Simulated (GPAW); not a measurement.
# Conductance along a series: a Pt chain with one bond drawn out, part 2 of 2

Wanted: the trend of the zero-bias conductance over a family of junctions, a Pt chain with one bond drawn out.

GPAW 26.7.0; GPAW LCAO, PAW setups; Landauer transmission from Green's functions with principal layers (ASE), zero bias.

So far, conductance (G₀): step 2 (junction, stretch 0.2 Å) 3.88; step 3 (stretch 0.5 Å) 3.19; step 4 (stretch 0.8 Å) 2.14; step 5 (stretch 1.2 Å) 1.05; step 6 (stretch 1.6 Å) 0.501.

## (7) Junction: stretch = 2.0

The cell differs from the one that the last finished run ended in (c 35.200 → 35.600 Å).

run.py reads:

```python
import json
import numpy as np
from ase import Atoms
from ase.transport.calculators import TransportCalculator
from gpaw import GPAW, FermiDirac
from gpaw.lcao.tools import get_lcao_hamiltonian
from scipy.linalg import eigh

# The junction with lead layers at both ends, along the third cell vector
device = Atoms(
    ['Pt', 'Pt', 'Pt', 'Pt', 'Pt', 'Pt', 'Pt', 'Pt', 'Pt', 'Pt', 'Pt', 'Pt', 'Pt', 'Pt'],
    positions=[
        [4.50000, 4.50000, 1.20000],
        [4.50000, 4.50000, 3.60000],
        [4.50000, 4.50000, 6.00000],
        [4.50000, 4.50000, 8.40000],
        [4.50000, 4.50000, 10.80000],
        [4.50000, 4.50000, 13.20000],
        [4.50000, 4.50000, 15.60000],
        [4.50000, 4.50000, 20.00000],
        [4.50000, 4.50000, 22.40000],
        [4.50000, 4.50000, 24.80000],
        [4.50000, 4.50000, 27.20000],
        [4.50000, 4.50000, 29.60000],
        [4.50000, 4.50000, 32.00000],
        [4.50000, 4.50000, 34.40000]],
    cell=[[9.0, 0.0, 0.0], [0.0, 9.0, 0.0], [0.0, 0.0, 35.6]],
    pbc=True)

# One principal layer of the lead: the first 5 atoms of the device
lead = Atoms(
    ['Pt', 'Pt', 'Pt', 'Pt', 'Pt'],
    positions=[
        [4.50000, 4.50000, 1.20000],
        [4.50000, 4.50000, 3.60000],
        [4.50000, 4.50000, 6.00000],
        [4.50000, 4.50000, 8.40000],
        [4.50000, 4.50000, 10.80000]],
    cell=[[9.0, 0.0, 0.0], [0.0, 9.0, 0.0], [0.0, 0.0, 12.0]],
    pbc=True)

settings = dict(mode='lcao', basis='dzp', xc='PBE', h=0.2,
                occupations=FermiDirac(0.1), maxiter=250,
                mixer=dict(beta=0.1, nmaxold=8, weight=100.0),
                convergence=dict(density=0.0001))
energies = np.arange(-2, 2 + 1e-9, 0.05)
eta = 0.0001
n1, n2 = 1, 1
# k and -k transmit alike, so half of the mesh across the current serves
mesh = [(i, j) for i in range(n1) for j in range(n2) if (i, j) <= (-i % n1, -j % n2)]
weights = np.array([1 if (i, j) == (-i % n1, -j % n2) else 2 for i, j in mesh]) / (n1 * n2)

# [... helper functions left out ...]
fermi_lead = ground_state(lead, (1, 1, 10), 'lead.txt')
fermi_device = ground_state(device, (1, 1, 2), 'device.txt')
# [... loop over the mesh left out, but for ...]
        # Shift the lead onto the potential of the device's first layer
        shift = ((H[:, 0, 0] - H0[:, 0, 0]) / S0[0, 0]).real.mean()
# [...]
kT = 8.617333e-5 * 77
bias = [0.1, 0.2, 0.5, 1.0, 1.5, 2.0]
# [... integrals and printing left out ...]
```

Started as:

```console
$ OMP_NUM_THREADS=1 OPENBLAS_NUM_THREADS=1 python run.py
```

Output:

```text
basis functions: device 378, principal layer 135
Fermi level: lead -4.5367 eV, device -4.5311 eV; lead shifted by -0.0079 eV
largest coupling past the next layer 8.09e-06 eV, largest misfit of the first layer 0.447 eV
  E-E_F (eV)   T (one spin)  [channel counts left out]
    -2.000    1.8896e-02
    -1.950    1.9669e-02
    -1.900    2.0491e-02
[...]
1.950    3.5032e-01
     2.000    3.5867e-01
conductance at 77 K: 0.23119 G0 a cell; thermopower -0.4223 uV/K
current from the zero-bias T(E) at 0.1 V: 1.7903 uA
current from the zero-bias T(E) at 0.2 V: 3.5746 uA
current from the zero-bias T(E) at 0.5 V: 8.7896 uA
current from the zero-bias T(E) at 1.0 V: 16.376 uA
current from the zero-bias T(E) at 1.5 V: 22.789 uA
current from the zero-bias T(E) at 2.0 V: 28.966 uA
```

Elapsed: 2 min, on 1 thread of Arm Neoverse V2, shared host; peak memory 1.4 GiB.

The conductance, 0.231 G₀, lies 54 % below that of the member before. The first layer now differs from the lead by 0.45 eV after a shift of -0.0079 eV, a far poorer match of lead and junction than at the start, whatever the conductance shows.

## (8) Junction: stretch = 2.6

The cell differs from the one that the last finished run ended in (c 35.600 → 36.200 Å).

run.py, as its differences from that of step 7:

```diff
@@ -19,10 +19,10 @@
         [4.50000, 4.50000, 15.60000],
-        [4.50000, 4.50000, 20.00000],
-        [4.50000, 4.50000, 22.40000],
-        [4.50000, 4.50000, 24.80000],
-        [4.50000, 4.50000, 27.20000],
-        [4.50000, 4.50000, 29.60000],
-        [4.50000, 4.50000, 32.00000],
-        [4.50000, 4.50000, 34.40000]],
-    cell=[[9.0, 0.0, 0.0], [0.0, 9.0, 0.0], [0.0, 0.0, 35.6]],
+        [4.50000, 4.50000, 20.60000],
+        [4.50000, 4.50000, 23.00000],
+        [4.50000, 4.50000, 25.40000],
+        [4.50000, 4.50000, 27.80000],
+        [4.50000, 4.50000, 30.20000],
+        [4.50000, 4.50000, 32.60000],
+        [4.50000, 4.50000, 35.00000]],
+    cell=[[9.0, 0.0, 0.0], [0.0, 9.0, 0.0], [0.0, 0.0, 36.2]],
     pbc=True)
```

Output:

```text
basis functions: device 378, principal layer 135
Fermi level: lead -4.5367 eV, device -4.5265 eV; lead shifted by -0.0090 eV
largest coupling past the next layer 8.09e-06 eV, largest misfit of the first layer 0.450 eV
  E-E_F (eV)   T (one spin)  [channel counts left out]
    -2.000    3.1600e-03
    -1.950    3.3036e-03
    -1.900    3.4565e-03
[...]
1.950    1.4735e-01
     2.000    1.5289e-01
conductance at 77 K: 0.065257 G0 a cell; thermopower -0.8881 uV/K
current from the zero-bias T(E) at 0.1 V: 0.50569 uA
current from the zero-bias T(E) at 0.2 V: 1.0113 uA
current from the zero-bias T(E) at 0.5 V: 2.5008 uA
current from the zero-bias T(E) at 1.0 V: 4.6695 uA
current from the zero-bias T(E) at 1.5 V: 6.5552 uA
current from the zero-bias T(E) at 2.0 V: 8.4462 uA
```

The job ended after 2 min (1 thread; peak memory 1.4 GiB).

One spin. The transmission, zone mean by energy, zero at the Fermi level:

```
energy (eV)  transmission, zone mean
     -2.000                  0.00316
     -1.800                  0.00380
     -1.600                  0.00502
     -1.400                  0.00892
     -1.200                   0.0142
     -1.000                   0.0202
     -0.800                   0.0217
     -0.600                   0.0270
     -0.400                   0.0405
     -0.200                   0.0570
      0.000                   0.0653
      0.200                   0.0707
      0.400                   0.0690
      0.600                   0.0705
      0.800                   0.0740
      1.000                   0.0807
      1.200                   0.0897
      1.400                    0.101
      1.600                    0.115
      1.800                    0.132
      2.000                    0.153
```

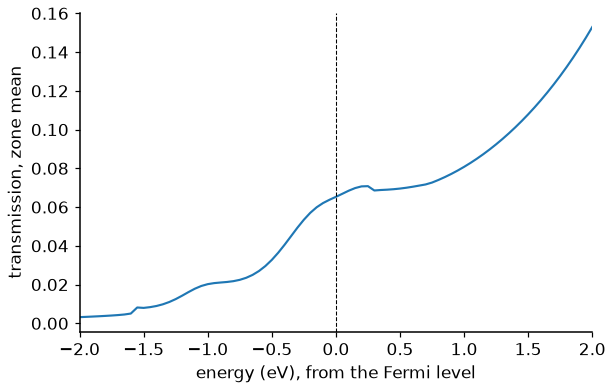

Transmission, zone mean against energy.

The conductance, 0.0653 G₀, lies 72 % below that of the member before. The first layer now differs from the lead by 0.45 eV after a shift of -0.0090 eV, a far poorer match of lead and junction than at the start, whatever the conductance shows.

## (9) Junction, box 9 × 9 × 36.8 Å: stretch = 3.2

The cell differs from the one that the last finished run ended in (c 36.200 → 36.800 Å).

run.py, as its differences from that of step 8:

```diff
@@ -19,10 +19,10 @@
         [4.50000, 4.50000, 15.60000],
-        [4.50000, 4.50000, 20.60000],
-        [4.50000, 4.50000, 23.00000],
-        [4.50000, 4.50000, 25.40000],
-        [4.50000, 4.50000, 27.80000],
-        [4.50000, 4.50000, 30.20000],
-        [4.50000, 4.50000, 32.60000],
-        [4.50000, 4.50000, 35.00000]],
-    cell=[[9.0, 0.0, 0.0], [0.0, 9.0, 0.0], [0.0, 0.0, 36.2]],
+        [4.50000, 4.50000, 21.20000],
+        [4.50000, 4.50000, 23.60000],
+        [4.50000, 4.50000, 26.00000],
+        [4.50000, 4.50000, 28.40000],
+        [4.50000, 4.50000, 30.80000],
+        [4.50000, 4.50000, 33.20000],
+        [4.50000, 4.50000, 35.60000]],
+    cell=[[9.0, 0.0, 0.0], [0.0, 9.0, 0.0], [0.0, 0.0, 36.8]],
     pbc=True)
```

Output:

```text
basis functions: device 378, principal layer 135
Fermi level: lead -4.5367 eV, device -4.5286 eV; lead shifted by -0.0090 eV
largest coupling past the next layer 8.09e-06 eV, largest misfit of the first layer 0.450 eV
  E-E_F (eV)   T (one spin)  [channel counts left out]
    -2.000    5.4551e-04
    -1.950    5.7329e-04
    -1.900    6.0300e-04
[...]
1.950    5.4434e-02
     2.000    5.7154e-02
conductance at 77 K: 0.017295 G0 a cell; thermopower -1.234 uV/K
current from the zero-bias T(E) at 0.1 V: 0.13404 uA
current from the zero-bias T(E) at 0.2 V: 0.26812 uA
current from the zero-bias T(E) at 0.5 V: 0.66391 uA
current from the zero-bias T(E) at 1.0 V: 1.2428 uA
current from the zero-bias T(E) at 1.5 V: 1.7605 uA
current from the zero-bias T(E) at 2.0 V: 2.2986 uA
```

Run time: 2.1 min. Hardware: 1 thread; peak memory 1.4 GiB.

One spin. Table of transmission, zone mean by energy, zero at the Fermi level:

```
energy (eV)  transmission, zone mean
     -2.000                   5.5e-4
     -1.500                  0.00158
     -1.000                  0.00459
     -0.500                  0.00802
      0.000                   0.0173
      0.500                   0.0196
      1.000                   0.0246
      1.500                   0.0361
      2.000                   0.0572
```

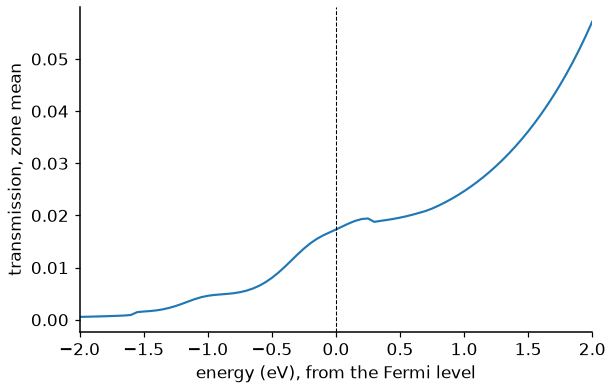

Transmission, zone mean against energy.

The conductance, 0.0173 G₀, lies 73 % below that of the member before. The first layer now differs from the lead by 0.45 eV after a shift of -0.0090 eV, a far poorer match of lead and junction than at the start, whatever the conductance shows.

## (10) Side by side

Times are for 1 thread of Arm Neoverse V2, shared host. The runs compared:

```
no.  stretch (Å)  conductance (G₀)     time  memory (GiB)
  1          0.2             3.882  1.9 min           1.3
  2          0.5             3.195    2 min           1.4
  3          0.8             2.136    2 min           1.3
  4          1.2             1.049  2.1 min           1.4
  5          1.6            0.5013  2.1 min           1.3
  6            2            0.2312    2 min           1.4
  7          2.6           0.06526    2 min           1.4
  8          3.2           0.01729  2.1 min           1.4
```

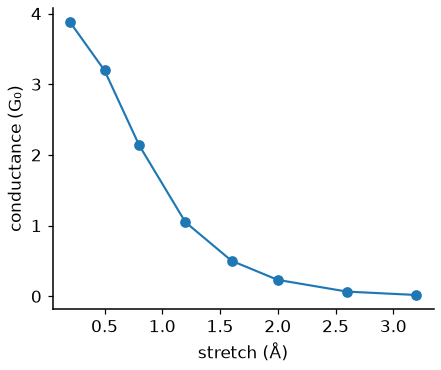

The series as plots.

The runs together. Table of transmission, zone mean by energy, zero at the Fermi level:

```
energy (eV)    0.2    0.5    1.2     1.6      2.6      3.2
    -2.0000   2.58   1.30  0.195  0.0613  0.00316   5.5e-4
    -1.7500   2.65   1.45  0.234  0.0747  0.00400   7.1e-4
    -1.5000   2.93   1.68  0.331   0.118  0.00793  0.00158
    -1.2500   3.31   1.90  0.420   0.162   0.0125  0.00263
    -1.0000   4.11   2.18  0.515   0.217   0.0202  0.00459
    -0.7500   4.82   2.46  0.564   0.236   0.0224  0.00527
    -0.5000   5.52   2.99  0.700   0.309   0.0327  0.00802
    -0.4000   5.74   3.65  0.785   0.359   0.0405   0.0101
    -0.3500   5.49   4.78  0.857   0.388   0.0449   0.0113
    -0.3000   5.35   4.33   1.64   0.492   0.0494   0.0125
    -0.2500   3.84   2.96  0.916   0.437   0.0534   0.0136
     0.0000   3.88   3.20   1.05   0.502   0.0653   0.0173
     0.2500   3.67   2.64  0.922   0.484   0.0708   0.0194
     0.5000   2.81   2.02  0.786   0.444   0.0695   0.0196
     0.7500  0.995  0.961  0.661   0.416   0.0726   0.0213
     1.0000  0.995  0.962  0.672   0.432   0.0807   0.0246
     1.2500  0.996  0.965  0.690   0.456   0.0924   0.0295
     1.5000  0.996  0.968  0.713   0.485    0.108   0.0361
     1.7500  0.997  0.972  0.738   0.520    0.128   0.0451
     2.0000  0.997  0.975  0.765   0.559    0.153   0.0572
```

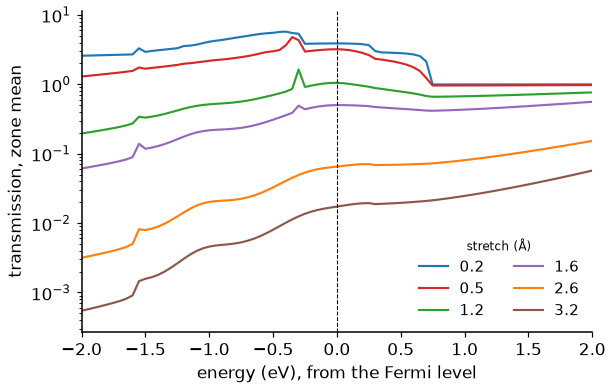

Transmission, zone mean against energy.

The runs together. Table of current through one cell, from the zero-bias transmission by bias:

```
bias (V)  0.2 (mA)  0.5 (mA)  1.2 (mA)  1.6 (mA)  2.6 (mA)  3.2 (mA)
   0.100    0.0301    0.0247   0.00810   0.00388    5.1e-4    1.3e-4
   0.200    0.0601    0.0491    0.0161   0.00773   0.00101    2.7e-4
   0.500     0.149     0.118    0.0387    0.0189   0.00250    6.6e-4
   1.000     0.311     0.235    0.0735    0.0353   0.00467   0.00124
   1.500     0.458     0.318    0.0996    0.0488   0.00656   0.00176
   2.000     0.563     0.382     0.123    0.0613   0.00845   0.00230
```

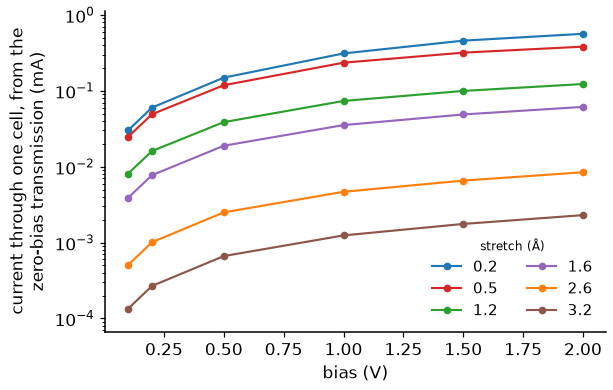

Current through one cell, from the zero-bias transmission against bias.

## (11) Other settings

One more run, with changed settings.

run.py, as its differences from that of step 9:

```diff
@@ -19,10 +19,10 @@
         [4.50000, 4.50000, 15.60000],
-        [4.50000, 4.50000, 21.20000],
-        [4.50000, 4.50000, 23.60000],
-        [4.50000, 4.50000, 26.00000],
-        [4.50000, 4.50000, 28.40000],
-        [4.50000, 4.50000, 30.80000],
-        [4.50000, 4.50000, 33.20000],
-        [4.50000, 4.50000, 35.60000]],
-    cell=[[9.0, 0.0, 0.0], [0.0, 9.0, 0.0], [0.0, 0.0, 36.8]],
+        [4.50000, 4.50000, 20.00000],
+        [4.50000, 4.50000, 22.40000],
+        [4.50000, 4.50000, 24.80000],
+        [4.50000, 4.50000, 27.20000],
+        [4.50000, 4.50000, 29.60000],
+        [4.50000, 4.50000, 32.00000],
+        [4.50000, 4.50000, 34.40000]],
+    cell=[[9.0, 0.0, 0.0], [0.0, 9.0, 0.0], [0.0, 0.0, 35.6]],
     pbc=True)
@@ -42,3 +42,3 @@
 settings = dict(mode='lcao', basis='dzp', xc='PBE', h=0.2,
-                occupations=FermiDirac(0.1), maxiter=250,
+                occupations=FermiDirac(0.1), maxiter=100,
                 mixer=dict(beta=0.1, nmaxold=8, weight=100.0),
@@ -53,3 +53,3 @@
 # [... helper functions left out ...]
-fermi_lead = ground_state(lead, (1, 1, 10), 'lead.txt')
+fermi_lead = ground_state(lead, (1, 1, 1), 'lead.txt')
 fermi_device = ground_state(device, (1, 1, 2), 'device.txt')
```

Output:

```text
basis functions: device 378, principal layer 135
Fermi level: lead -4.7352 eV, device -4.5311 eV; lead shifted by -0.1048 eV
largest coupling past the next layer 8.12e-06 eV, largest misfit of the first layer 0.798 eV
  E-E_F (eV)   T (one spin)  [channel counts left out]
    -2.000    1.7460e-02
    -1.950    1.8412e-02
    -1.900    1.9424e-02
    -1.850    2.0501e-02
    -1.800    2.1651e-02
    -1.750    2.2894e-02
    -1.700    2.4282e-02
    -1.650    2.5952e-02
    -1.600    2.8430e-02
    -1.550    8.9711e-01
    -1.500    4.5223e-02
    -1.450    4.1020e-02
    -1.400    4.0663e-02
    -1.350    4.2377e-02
    -1.300    4.6516e-02
    -1.250    5.3097e-02
[...]
1.650    3.0542e-01
     1.700    3.1168e-01
     1.750    3.1815e-01
     1.800    3.2487e-01
     1.850    3.3185e-01
     1.900    3.3911e-01
     1.950    3.4667e-01
     2.000    3.5455e-01
conductance at 77 K: 0.2321 G0 a cell; thermopower -0.6637 uV/K
current from the zero-bias T(E) at 0.1 V: 1.7976 uA
current from the zero-bias T(E) at 0.2 V: 3.5879 uA
current from the zero-bias T(E) at 0.5 V: 8.69 uA
current from the zero-bias T(E) at 1.0 V: 15.702 uA
current from the zero-bias T(E) at 1.5 V: 21.977 uA
current from the zero-bias T(E) at 2.0 V: 28.193 uA
```

The job ended after 1.9 min (1 thread; peak memory 1.4 GiB).

The run finished. A setting was moved off its sound value on purpose, so it serves as a test and not as the result.

The fault put into the input: one k-point along the lead (lead_nz = 1).

## (12) Outcome

- conductance, first and last member: 3.88 and 0.0173 G₀
- largest and smallest: 3.88 and 0.0173 G₀

**Reading.** As the extra bond length goes from 0.2 to 3.2 Å, the conductance goes from 3.88 to 0.0173 G₀. The conductance falls at every step of the series. The geometry was built from estimated bond lengths and not relaxed, so the numbers describe this model structure. The run had no spin polarisation, so a magnetic state, which chains and small molecules with open shells often have, wasn't tested. Spin-orbit coupling is left out, which matters for the heavy atoms here. An evenly spaced straight chain is an idealisation: free chains tend to dimerise, zigzag or, where a band edge lies near the Fermi level, turn magnetic. The currents use the zero-bias T(E) throughout, which holds only while the bias is small against the distance to the nearest feature. The energy step is wider than the thermal energy, so the conductance and thermopower rest on interpolation of T(E). Atomic orbitals end short of the vacuum, so tunnelling across a wide gap comes out too low.

[Logs are printed without paths, hosts, clocks, repeated set-up lines and the standing remarks that a program may print on its own settings, such as how far it seeks lower states.]

[Hosts, paths, dates, database ids (printed as entryN), source tags and the programs' standing remarks are cut or masked in the printed files.]
